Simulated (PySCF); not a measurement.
Molecule: Ga2(mu-H)2(Cl)4, H2Cl4Ga2, singlet. Atoms near the plane z = 0.0 Å, at the CAM-B3LYP/def2-SVP optimised geometry (x, y, z in Å): Ga2 (-0.5, -0.2, 0.0), H3 (1.2, -0.2, 0.0), Cl7 (-1.2, 1.8, 0.0).

Level of theory: CAM-B3LYP/def2-TZVP (PySCF 2.14.0). Cells within 0.4 Å of a nucleus heavier than hydrogen are left out (blank, or x). The values are rescaled to run from 0 to 1.

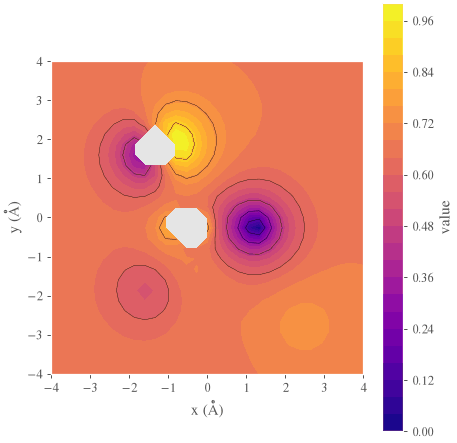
a field on the plane z = 0.0 Å.

Which quantity is mapped?
A. Laplacian of the electron density
B. log10 of the electron density
C. deformation density (molecule minus spherical neutral atoms)
D. an orbital amplitude

D, an orbital amplitude. In full: HOMO amplitude (bohr^(-3/2)).
